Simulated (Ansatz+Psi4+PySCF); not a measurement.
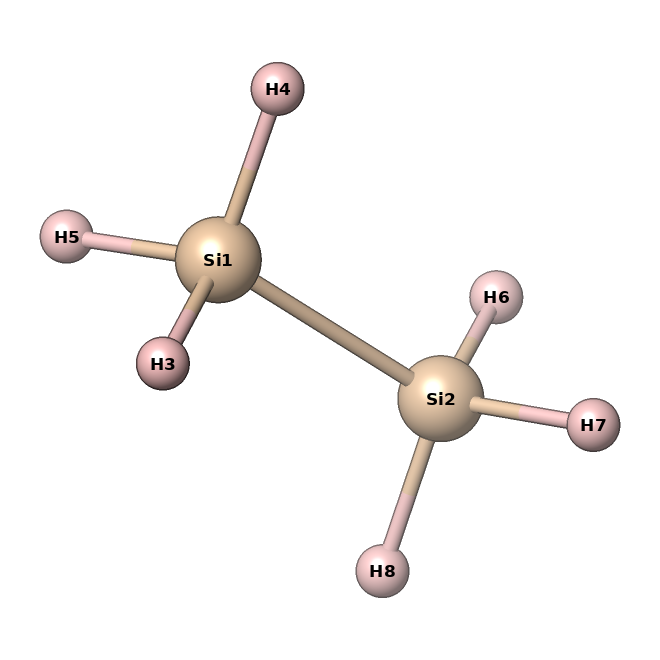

Simulated data, not a measurement (program: Ansatz+Psi4+PySCF).

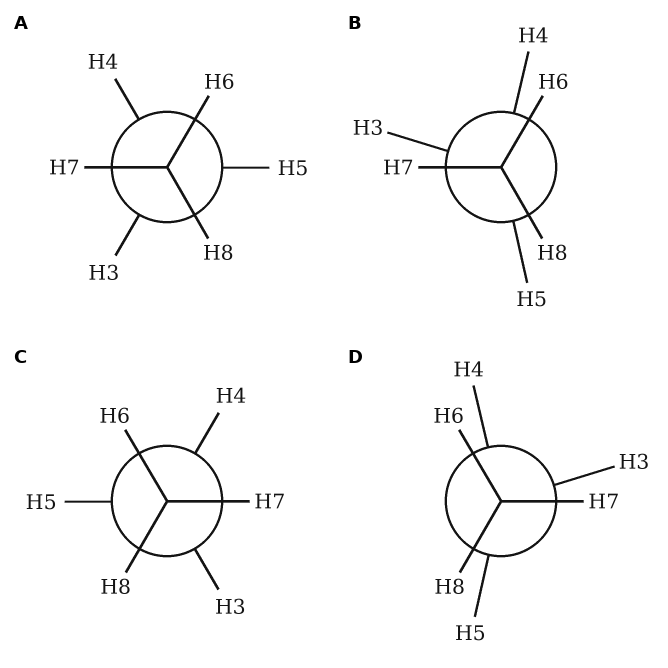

Depth is shown by fading: the farther an atom, the more it takes the colour of the background. Bonds that would overlap in a projection are set slightly apart. The species has charge +1 and is a spin doublet. Geometry: a fixed input geometry, not necessarily a minimum.

> Which Newman projection shows the view along Si2–Si1, with Si2 in front?

A. The torsion angle H6–Si2–Si1–H3 is 180°, antiperiplanar (anti).
